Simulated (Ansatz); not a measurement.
**Molecular dynamics, with input and output: WH$_{2}$Cl$_{4}$ (part 3 of 4)**

Continued. System: WH$_{2}$Cl$_{4}$. Method: RKS PBE-D4/def2-SVP (Ansatz 0.2.0). It belongs to a series of runs on one base structure; here: dynamics from the highest image of the converged band.

Geometry of the input (Å):
```
W  -0.5567  0.0010  -0.1711
H  1.4635  -0.0039  1.1148
H  2.0383  -0.0031  0.5851
Cl -0.3432  2.1633  0.4902
Cl -2.8189  0.0032  -0.2397
Cl -0.3471  -2.1648  0.4798
Cl 0.7937  0.0042  -2.0294
```

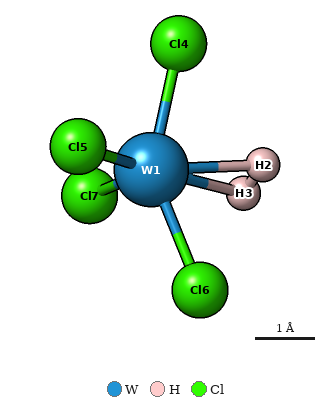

The geometry at step 53 of the log (ball-and-stick view, seen at an oblique angle; atoms are numbered from 1 in the order of the input).

```
Total energy: -51917.43446104 eV, -1907.9305255424 hartree
Atom 0 at    -0.475312    -0.040584    -0.071632 Å, force    -1.408659     1.227399     1.579153 eV/Å
Atom 1 at    -1.307215     0.126187     1.483709 Å, force     0.519341    -0.415984    -0.256615 eV/Å
Atom 2 at     0.013886     0.260217     1.532110 Å, force     0.221895    -0.649259    -0.123214 eV/Å
Atom 3 at    -0.508900     2.234979     0.353511 Å, force     0.755038     0.393361    -0.376235 eV/Å
Atom 4 at    -2.727244     0.216509    -0.412914 Å, force    -0.598145    -0.558301    -0.582981 eV/Å
Atom 5 at    -0.301355    -2.251147     0.349664 Å, force     0.174108    -0.089059     0.203487 eV/Å
Atom 6 at     0.536279     0.010140    -2.142742 Å, force     0.336422     0.091844    -0.443595 eV/Å
Dipole moment:     0.138533    -0.172341     0.122484 e Å
```

### Trajectory as extended XYZ (Å, eV, eV/Å), 61 of the 201 frames kept, from step=0 to step=200
```
7
Properties=species:S:1:pos:R:3:forces:R:3 step=0 time_fs=0.0 energy=-51917.28350 temperature=300.0
W    -0.5567    0.0010   -0.1711    0.0005   0.0000   0.0004
H     1.4635   -0.0039    1.1148    0.0000   0.0000   0.0000
H     2.0383   -0.0031    0.5851    0.0000   0.0000   0.0001
Cl   -0.3432    2.1633    0.4902   -0.0001  -0.0001   0.0000
Cl   -2.8189    0.0032   -0.2397    0.0000  -0.0001  -0.0001
Cl   -0.3471   -2.1648    0.4798   -0.0002   0.0001   0.0000
Cl    0.7937    0.0042   -2.0294   -0.0002   0.0000  -0.0003
7
Properties=species:S:1:pos:R:3:forces:R:3 step=3 time_fs=1.5 energy=-51917.28133 temperature=296.7
W    -0.5560    0.0010   -0.1693   -0.0460  -0.1012  -0.0654
H     1.4417    0.0207    1.1041    0.1465  -0.0261  -0.1219
H     2.0318   -0.0265    0.5813   -0.1631   0.0212   0.1266
Cl   -0.3447    2.1554    0.4867    0.0124   0.1600   0.0461
Cl   -2.8237    0.0087   -0.2427    0.0838  -0.0161   0.0014
Cl   -0.3427   -2.1631    0.4790   -0.0154  -0.0404   0.0164
Cl    0.7929    0.0052   -2.0310   -0.0182   0.0026  -0.0032
7
Properties=species:S:1:pos:R:3:forces:R:3 step=7 time_fs=3.5 energy=-51917.27462 temperature=286.3
W    -0.5551    0.0009   -0.1669   -0.1200  -0.2422  -0.1663
H     1.4174    0.0523    1.0859    0.1760  -0.0664  -0.1147
H     2.0175   -0.0569    0.5803   -0.2034   0.0543   0.1296
Cl   -0.3466    2.1450    0.4821    0.0305   0.3804   0.1093
Cl   -2.8301    0.0159   -0.2467    0.1906  -0.0376   0.0041
Cl   -0.3369   -2.1607    0.4780   -0.0334  -0.0946   0.0398
Cl    0.7919    0.0065   -2.0332   -0.0403   0.0061  -0.0018
7
Properties=species:S:1:pos:R:3:forces:R:3 step=10 time_fs=5.0 energy=-51917.26745 temperature=275.2
W    -0.5545    0.0007   -0.1652   -0.1888  -0.3498  -0.2509
H     1.4035    0.0746    1.0694    0.0496  -0.0587   0.0248
H     2.0019   -0.0784    0.5828   -0.0734   0.0418   0.0001
Cl   -0.3480    2.1375    0.4787    0.0454   0.5472   0.1575
Cl   -2.8348    0.0213   -0.2497    0.2662  -0.0537   0.0063
Cl   -0.3325   -2.1590    0.4773   -0.0449  -0.1352   0.0581
Cl    0.7910    0.0075   -2.0348   -0.0541   0.0084   0.0040
7
Properties=species:S:1:pos:R:3:forces:R:3 step=13 time_fs=6.5 energy=-51917.25665 temperature=258.5
W    -0.5538    0.0006   -0.1635   -0.2559  -0.4567  -0.3330
H     1.3906    0.0956    1.0534   -0.0690  -0.0328   0.1509
H     1.9847   -0.0990    0.5852    0.0504   0.0114  -0.1167
Cl   -0.3493    2.1303    0.4754    0.0598   0.7133   0.2051
Cl   -2.8393    0.0267   -0.2527    0.3374  -0.0697   0.0079
Cl   -0.3282   -2.1574    0.4765   -0.0560  -0.1761   0.0764
Cl    0.7901    0.0085   -2.0364   -0.0666   0.0106   0.0093
7
Properties=species:S:1:pos:R:3:forces:R:3 step=17 time_fs=8.5 energy=-51917.23991 temperature=232.6
W    -0.5531    0.0003   -0.1612   -0.3200  -0.5938  -0.4235
H     1.3715    0.1223    1.0369   -0.0024  -0.0704   0.1241
H     1.9631   -0.1261    0.5848   -0.0216   0.0423  -0.0834
Cl   -0.3511    2.1214    0.4712    0.0757   0.9301   0.2644
Cl   -2.8450    0.0338   -0.2566    0.4241  -0.0909   0.0085
Cl   -0.3225   -2.1555    0.4757   -0.0723  -0.2310   0.1000
Cl    0.7889    0.0098   -2.0385   -0.0835   0.0137   0.0099
7
Properties=species:S:1:pos:R:3:forces:R:3 step=20 time_fs=10.0 energy=-51917.22572 temperature=210.6
W    -0.5525    0.0000   -0.1596   -0.3532  -0.6884  -0.4777
H     1.3570    0.1407    1.0277    0.1295  -0.1494   0.0341
H     1.9465   -0.1453    0.5824   -0.1639   0.1158   0.0071
Cl   -0.3524    2.1154    0.4682    0.0854   1.0843   0.3049
Cl   -2.8489    0.0390   -0.2596    0.4828  -0.1067   0.0078
Cl   -0.3182   -2.1542    0.4751   -0.0852  -0.2717   0.1169
Cl    0.7879    0.0108   -2.0401   -0.0953   0.0161   0.0070
7
Properties=species:S:1:pos:R:3:forces:R:3 step=23 time_fs=11.5 energy=-51917.21155 temperature=188.7
W    -0.5520   -0.0004   -0.1580   -0.3899  -0.7721  -0.5255
H     1.3452    0.1559    1.0193    0.1697  -0.1913   0.0134
H     1.9265   -0.1621    0.5800   -0.2098   0.1538   0.0255
Cl   -0.3536    2.1100    0.4655    0.0950   1.2251   0.3420
Cl   -2.8526    0.0442   -0.2626    0.5363  -0.1225   0.0059
Cl   -0.3141   -2.1530    0.4746   -0.0973  -0.3111   0.1328
Cl    0.7869    0.0118   -2.0417   -0.1040   0.0180   0.0060
7
Properties=species:S:1:pos:R:3:forces:R:3 step=27 time_fs=13.5 energy=-51917.19570 temperature=164.2
W    -0.5514   -0.0010   -0.1560   -0.4521  -0.8610  -0.5790
H     1.3344    0.1700    1.0091    0.0315  -0.1233   0.1325
H     1.8935   -0.1797    0.5771   -0.0665   0.0850  -0.1012
Cl   -0.3551    2.1041    0.4621    0.1083   1.3841   0.3857
Cl   -2.8570    0.0510   -0.2665    0.6000  -0.1433   0.0012
Cl   -0.3086   -2.1518    0.4740   -0.1118  -0.3606   0.1517
Cl    0.7854    0.0132   -2.0438   -0.1094   0.0192   0.0092
7
Properties=species:S:1:pos:R:3:forces:R:3 step=30 time_fs=15.0 energy=-51917.18504 temperature=147.7
W    -0.5510   -0.0016   -0.1546   -0.4909  -0.9078  -0.6015
H     1.3275    0.1774    1.0045   -0.0881  -0.0476   0.2291
H     1.8667   -0.1906    0.5727    0.0549   0.0101  -0.2094
Cl   -0.3562    2.1006    0.4598    0.1167   1.4796   0.4116
Cl   -2.8598    0.0560   -0.2695    0.6412  -0.1589  -0.0041
Cl   -0.3045   -2.1511    0.4737   -0.1230  -0.3951   0.1637
Cl    0.7842    0.0142   -2.0454   -0.1109   0.0197   0.0107
7
Properties=species:S:1:pos:R:3:forces:R:3 step=33 time_fs=16.5 energy=-51917.17771 temperature=136.4
W    -0.5506   -0.0023   -0.1533   -0.5032  -0.9356  -0.5995
H     1.3189    0.1836    1.0046   -0.0843  -0.0618   0.2113
H     1.8408   -0.2011    0.5640    0.0388   0.0237  -0.2109
Cl   -0.3572    2.0980    0.4578    0.1215   1.5545   0.4296
Cl   -2.8623    0.0609   -0.2725    0.6759  -0.1743  -0.0110
Cl   -0.3006   -2.1507    0.4735   -0.1363  -0.4272   0.1739
Cl    0.7829    0.0153   -2.0469   -0.1126   0.0206   0.0066
7
Properties=species:S:1:pos:R:3:forces:R:3 step=37 time_fs=18.5 energy=-51917.17320 temperature=129.4
W    -0.5503   -0.0034   -0.1516   -0.4790  -0.9405  -0.5580
H     1.3051    0.1892    1.0112    0.0425  -0.2002   0.0429
H     1.8069   -0.2137    0.5458   -0.1254   0.1599  -0.0797
Cl   -0.3585    2.0960    0.4556    0.1223   1.6183   0.4403
Cl   -2.8649    0.0672   -0.2764    0.7119  -0.1947  -0.0227
Cl   -0.2954   -2.1506    0.4734   -0.1578  -0.4655   0.1843
Cl    0.7811    0.0167   -2.0490   -0.1147   0.0226  -0.0071
7
Properties=species:S:1:pos:R:3:forces:R:3 step=40 time_fs=20.0 energy=-51917.17353 temperature=129.9
W    -0.5501   -0.0044   -0.1504   -0.4515  -0.9186  -0.5069
H     1.2955    0.1887    1.0176    0.0677  -0.2578  -0.0436
H     1.7788   -0.2196    0.5298   -0.1799   0.2182  -0.0263
Cl   -0.3593    2.0957    0.4542    0.1212   1.6342   0.4396
Cl   -2.8664    0.0719   -0.2794    0.7315  -0.2098  -0.0333
Cl   -0.2917   -2.1508    0.4734   -0.1749  -0.4899   0.1890
Cl    0.7797    0.0178   -2.0506   -0.1142   0.0237  -0.0185
7
Properties=species:S:1:pos:R:3:forces:R:3 step=43 time_fs=21.5 energy=-51917.17900 temperature=138.4
W    -0.5499   -0.0054   -0.1492   -0.4275  -0.8747  -0.4450
H     1.2872    0.1829    1.0233   -0.0135  -0.2174  -0.0236
H     1.7470   -0.2209    0.5131   -0.1204   0.1821  -0.0813
Cl   -0.3600    2.0963    0.4531    0.1198   1.6206   0.4326
Cl   -2.8674    0.0764   -0.2824    0.7446  -0.2246  -0.0451
Cl   -0.2880   -2.1513    0.4736   -0.1919  -0.5099   0.1907
Cl    0.7782    0.0189   -2.0522   -0.1110   0.0238  -0.0282
7
Properties=species:S:1:pos:R:3:forces:R:3 step=47 time_fs=23.5 energy=-51917.19207 temperature=158.6
W    -0.5498   -0.0070   -0.1478   -0.3822  -0.7855  -0.3379
H     1.2750    0.1683    1.0306   -0.1761  -0.1080   0.0777
H     1.7011   -0.2170    0.4875    0.0138   0.0824  -0.2332
Cl   -0.3609    2.0988    0.4520    0.1154   1.5608   0.4123
Cl   -2.8681    0.0822   -0.2865    0.7507  -0.2435  -0.0629
Cl   -0.2834   -2.1525    0.4740   -0.2164  -0.5297   0.1878
Cl    0.7761    0.0204   -2.0543   -0.1053   0.0234  -0.0439
7
Properties=species:S:1:pos:R:3:forces:R:3 step=50 time_fs=25.0 energy=-51917.20677 temperature=181.4
W    -0.5498   -0.0083   -0.1468   -0.3102  -0.6993  -0.2266
H     1.2619    0.1542    1.0376   -0.2217  -0.1075   0.0454
H     1.6667   -0.2116    0.4629    0.0202   0.0901  -0.2454
Cl   -0.3615    2.1017    0.4515    0.1078   1.4904   0.3876
Cl   -2.8680    0.0863   -0.2896    0.7451  -0.2569  -0.0782
Cl   -0.2800   -2.1537    0.4744   -0.2386  -0.5405   0.1822
Cl    0.7745    0.0215   -2.0559   -0.1026   0.0237  -0.0651
7
Properties=species:S:1:pos:R:3:forces:R:3 step=53 time_fs=26.5 energy=-51917.22618 temperature=211.4
W    -0.5498   -0.0097   -0.1458   -0.1956  -0.6007  -0.0863
H     1.2442    0.1378    1.0454   -0.2015  -0.1784  -0.1194
H     1.6325   -0.2042    0.4332   -0.0612   0.1711  -0.1306
Cl   -0.3621    2.1056    0.4513    0.0963   1.4010   0.3553
Cl   -2.8675    0.0904   -0.2927    0.7293  -0.2694  -0.0950
Cl   -0.2768   -2.1553    0.4750   -0.2648  -0.5484   0.1732
Cl    0.7728    0.0227   -2.0576   -0.1025   0.0247  -0.0972
7
Properties=species:S:1:pos:R:3:forces:R:3 step=57 time_fs=28.5 energy=-51917.25863 temperature=261.6
W    -0.5498   -0.0117   -0.1445   -0.0031  -0.4569   0.1221
H     1.2137    0.1097    1.0510   -0.2080  -0.2292  -0.3273
H     1.5845   -0.1884    0.3898   -0.1503   0.2437   0.0147
Cl   -0.3627    2.1120    0.4512    0.0783   1.2540   0.3046
Cl   -2.8662    0.0955   -0.2970    0.6916  -0.2834  -0.1179
Cl   -0.2728   -2.1580    0.4758   -0.3024  -0.5534   0.1546
Cl    0.7704    0.0242   -2.0599   -0.1061   0.0252  -0.1507
7
Properties=species:S:1:pos:R:3:forces:R:3 step=60 time_fs=30.0 energy=-51917.29100 temperature=311.7
W    -0.5498   -0.0132   -0.1435    0.1442  -0.3461   0.2708
H     1.1857    0.0830    1.0476   -0.2819  -0.1828  -0.3366
H     1.5451   -0.1706    0.3571   -0.1364   0.2233  -0.0070
Cl   -0.3631    2.1178    0.4514    0.0651   1.1249   0.2648
Cl   -2.8646    0.0991   -0.3003    0.6502  -0.2903  -0.1337
Cl   -0.2700   -2.1603    0.4766   -0.3294  -0.5525   0.1350
Cl    0.7685    0.0254   -2.0618   -0.1118   0.0236  -0.1933
7
Properties=species:S:1:pos:R:3:forces:R:3 step=63 time_fs=31.5 energy=-51917.33044 temperature=372.7
W    -0.5498   -0.0148   -0.1425    0.2884  -0.2383   0.4009
H     1.1514    0.0525    1.0372   -0.3822  -0.1004  -0.2357
H     1.5027   -0.1480    0.3242   -0.0782   0.1764  -0.1150
Cl   -0.3634    2.1242    0.4518    0.0523   0.9840   0.2255
Cl   -2.8627    0.1025   -0.3036    0.5957  -0.2928  -0.1470
Cl   -0.2674   -2.1630    0.4775   -0.3544  -0.5484   0.1101
Cl    0.7666    0.0266   -2.0638   -0.1216   0.0195  -0.2387
7
Properties=species:S:1:pos:R:3:forces:R:3 step=67 time_fs=33.5 energy=-51917.39135 temperature=466.9
W    -0.5498   -0.0169   -0.1410    0.4984  -0.1075   0.5354
H     1.0928    0.0087    1.0158   -0.4552  -0.0066  -0.1161
H     1.4438   -0.1121    0.2762   -0.0426   0.1464  -0.1909
Cl   -0.3638    2.1337    0.4525    0.0344   0.7857   0.1760
Cl   -2.8596    0.1068   -0.3083    0.4963  -0.2869  -0.1591
Cl   -0.2643   -2.1672    0.4787   -0.3845  -0.5405   0.0676
Cl    0.7639    0.0282   -2.0666   -0.1468   0.0094  -0.3128
7
Properties=species:S:1:pos:R:3:forces:R:3 step=70 time_fs=35.0 energy=-51917.44013 temperature=542.3
W    -0.5497   -0.0185   -0.1399    0.6703  -0.0242   0.5819
H     1.0377   -0.0245    0.9965   -0.4171   0.0601  -0.1010
H     1.3984   -0.0814    0.2356   -0.0859   0.1412  -0.1091
Cl   -0.3641    2.1414    0.4531    0.0197   0.6334   0.1439
Cl   -2.8569    0.1099   -0.3119    0.3958  -0.2734  -0.1614
Cl   -0.2622   -2.1707    0.4797   -0.4035  -0.5337   0.0277
Cl    0.7618    0.0295   -2.0690   -0.1793  -0.0033  -0.3820
7
Properties=species:S:1:pos:R:3:forces:R:3 step=73 time_fs=36.5 energy=-51917.48256 temperature=607.7
W    -0.5495   -0.0201   -0.1386    0.8082   0.0448   0.5323
H     0.9737   -0.0564    0.9750   -0.2987   0.1534  -0.0512
H     1.3511   -0.0477    0.1929   -0.1408   0.1201   0.0298
Cl   -0.3644    2.1495    0.4539    0.0047   0.4798   0.1201
Cl   -2.8540    0.1127   -0.3156    0.2690  -0.2503  -0.1554
Cl   -0.2604   -2.1745    0.4807   -0.4162  -0.5251  -0.0188
Cl    0.7595    0.0307   -2.0716   -0.2262  -0.0228  -0.4568
7
Properties=species:S:1:pos:R:3:forces:R:3 step=77 time_fs=38.5 energy=-51917.50641 temperature=644.4
W    -0.5491   -0.0223   -0.1369    0.8023   0.1147   0.2271
H     0.8792   -0.0933    0.9458   -0.0127   0.3024   0.2550
H     1.2835    0.0011    0.1372   -0.1019   0.0753   0.1772
Cl   -0.3648    2.1608    0.4550   -0.0156   0.2777   0.1050
Cl   -2.8498    0.1163   -0.3206    0.0588  -0.2029  -0.1340
Cl   -0.2583   -2.1801    0.4820   -0.4195  -0.5058  -0.0874
Cl    0.7563    0.0323   -2.0755   -0.3114  -0.0614  -0.5428
7
Properties=species:S:1:pos:R:3:forces:R:3 step=80 time_fs=40.0 energy=-51917.48474 temperature=610.9
W    -0.5487   -0.0239   -0.1356    0.5895   0.1465  -0.1898
H     0.8075   -0.1137    0.9297    0.2925   0.3924   0.6631
H     1.2302    0.0397    0.0996    0.0747   0.0606   0.2542
Cl   -0.3651    2.1694    0.4559   -0.0345   0.1341   0.1038
Cl   -2.8467    0.1188   -0.3245   -0.1215  -0.1553  -0.1121
Cl   -0.2571   -2.1846    0.4830   -0.4118  -0.4794  -0.1397
Cl    0.7537    0.0334   -2.0788   -0.3889  -0.0990  -0.5794
7
Properties=species:S:1:pos:R:3:forces:R:3 step=83 time_fs=41.5 energy=-51917.43663 temperature=536.9
W    -0.5483   -0.0255   -0.1343    0.2829   0.1452  -0.6525
H     0.7421   -0.1257    0.9280    0.5835   0.4479   1.0697
H     1.1788    0.0797    0.0675    0.3688   0.0777   0.3417
Cl   -0.3654    2.1781    0.4569   -0.0633   0.0057   0.1030
Cl   -2.8436    0.1213   -0.3285   -0.3017  -0.0988  -0.0915
Cl   -0.2561   -2.1895    0.4838   -0.3981  -0.4372  -0.1894
Cl    0.7509    0.0345   -2.0824   -0.4721  -0.1405  -0.5811
7
Properties=species:S:1:pos:R:3:forces:R:3 step=87 time_fs=43.5 energy=-51917.39877 temperature=478.8
W    -0.5476   -0.0276   -0.1326    0.1611   0.0653  -0.9521
H     0.6745   -0.1267    0.9617    0.6394   0.4850   1.2163
H     1.1239    0.1358    0.0366    0.7745   0.1364   0.4966
Cl   -0.3659    2.1897    0.4582   -0.1305  -0.1269   0.0862
Cl   -2.8397    0.1245   -0.3338   -0.4906  -0.0152  -0.0739
Cl   -0.2552   -2.1964    0.4847   -0.3761  -0.3498  -0.2486
Cl    0.7466    0.0358   -2.0879   -0.5778  -0.1947  -0.5245
7
Properties=species:S:1:pos:R:3:forces:R:3 step=90 time_fs=45.0 energy=-51917.42939 temperature=525.9
W    -0.5471   -0.0291   -0.1315    0.5635  -0.0189  -0.7425
H     0.6394   -0.1153    1.0168    0.3299   0.4863   0.8836
H     1.1011    0.1811    0.0255    0.8783   0.1663   0.6009
Cl   -0.3664    2.1984    0.4593   -0.2093  -0.1896   0.0552
Cl   -2.8372    0.1268   -0.3379   -0.5594   0.0454  -0.0684
Cl   -0.2548   -2.2018    0.4853   -0.3590  -0.2596  -0.2856
Cl    0.7430    0.0367   -2.0923   -0.6440  -0.2299  -0.4432
7
Properties=species:S:1:pos:R:3:forces:R:3 step=93 time_fs=46.5 energy=-51917.48891 temperature=617.5
W    -0.5465   -0.0307   -0.1305    1.3308  -0.0414  -0.2620
H     0.6112   -0.0936    1.0906   -0.1187   0.4402   0.3191
H     1.0966    0.2300    0.0273    0.6931   0.1349   0.6463
Cl   -0.3669    2.2069    0.4605   -0.3106  -0.2202   0.0112
Cl   -2.8350    0.1292   -0.3420   -0.5582   0.0956  -0.0649
Cl   -0.2546   -2.2073    0.4856   -0.3400  -0.1507  -0.3141
Cl    0.7390    0.0374   -2.0970   -0.6963  -0.2585  -0.3357
7
Properties=species:S:1:pos:R:3:forces:R:3 step=97 time_fs=48.5 energy=-51917.54618 temperature=705.9
W    -0.5454   -0.0327   -0.1292    2.4622   0.0957   0.4269
H     0.5682   -0.0503    1.1976   -0.5978   0.2866  -0.4025
H     1.1120    0.2990    0.0511    0.1328  -0.0316   0.5839
Cl   -0.3680    2.2180    0.4620   -0.4663  -0.2202  -0.0577
Cl   -2.8326    0.1325   -0.3476   -0.4780   0.1402  -0.0565
Cl   -0.2546   -2.2149    0.4858   -0.3090   0.0136  -0.3359
Cl    0.7330    0.0381   -2.1036   -0.7440  -0.2842  -0.1584
7
Properties=species:S:1:pos:R:3:forces:R:3 step=100 time_fs=50.0 energy=-51917.55981 temperature=727.3
W    -0.5443   -0.0343   -0.1282    3.0878   0.2824   0.7983
H     0.5222   -0.0104    1.2694   -0.7688   0.1223  -0.7541
H     1.1282    0.3503    0.0837   -0.3001  -0.2146   0.4573
Cl   -0.3692    2.2262    0.4631   -0.5837  -0.1983  -0.1124
Cl   -2.8312    0.1350   -0.3518   -0.3923   0.1599  -0.0451
Cl   -0.2549   -2.2205    0.4857   -0.2812   0.1410  -0.3397
Cl    0.7280    0.0384   -2.1087   -0.7617  -0.2926  -0.0043
7
Properties=species:S:1:pos:R:3:forces:R:3 step=103 time_fs=51.5 energy=-51917.56823 temperature=740.5
W    -0.5428   -0.0358   -0.1271    3.4025   0.4692   0.9870
H     0.4599    0.0322    1.3253   -0.7888  -0.0574  -0.9036
H     1.1381    0.3970    0.1260   -0.6046  -0.3962   0.2871
Cl   -0.3707    2.2343    0.4641   -0.6898  -0.1649  -0.1687
Cl   -2.8300    0.1377   -0.3560   -0.3081   0.1746  -0.0290
Cl   -0.2553   -2.2261    0.4854   -0.2505   0.2653  -0.3339
Cl    0.7225    0.0386   -2.1138   -0.7606  -0.2905   0.1610
7
Properties=species:S:1:pos:R:3:forces:R:3 step=107 time_fs=53.5 energy=-51917.60252 temperature=793.5
W    -0.5402   -0.0377   -0.1254    3.3146   0.6236   0.9101
H     0.3509    0.0863    1.3702   -0.6276  -0.2816  -0.7735
H     1.1308    0.4456    0.1914   -0.7419  -0.5735   0.0380
Cl   -0.3733    2.2449    0.4653   -0.7981  -0.1142  -0.2455
Cl   -2.8286    0.1414   -0.3617   -0.2172   0.1964   0.0012
Cl   -0.2561   -2.2333    0.4846   -0.2068   0.4200  -0.3134
Cl    0.7144    0.0385   -2.1204   -0.7230  -0.2707   0.3831
```
